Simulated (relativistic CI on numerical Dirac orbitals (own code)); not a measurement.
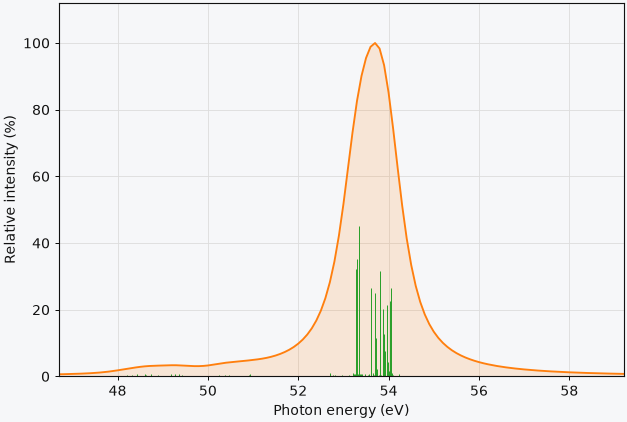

M₂,₃ X-ray absorption of Mn²⁺, [Ar] 3d⁵, in a field of D4h symmetry with 10Dq = 8,950, Ds = 1,690, Dt = −430 cm⁻¹. Sticks are the strongest transitions, on a scale of their own. Multiplet model: relativistic Dirac–Coulomb–Breit theory, one configuration a step, Slater integrals scaled by 0.7, 10 K, Voigt broadening (Lorentzian 0.8 eV, Gaussian 0.3 eV full widths), computed with a radial Dirac CI code.

Q: Give the peaks, the centroid and the ground-state spin.

A: The main maxima lie at 53.7 eV (100), heights in % of the largest; the centroid is at 53.5 eV. The ground state has S = 2.50.

Known limits: free-ion energies, so absolute edge positions are off by a few eV from solids; core and valence shell share one n, so the strongest features autoionise and are far broader and can lie several eV off in experiment.
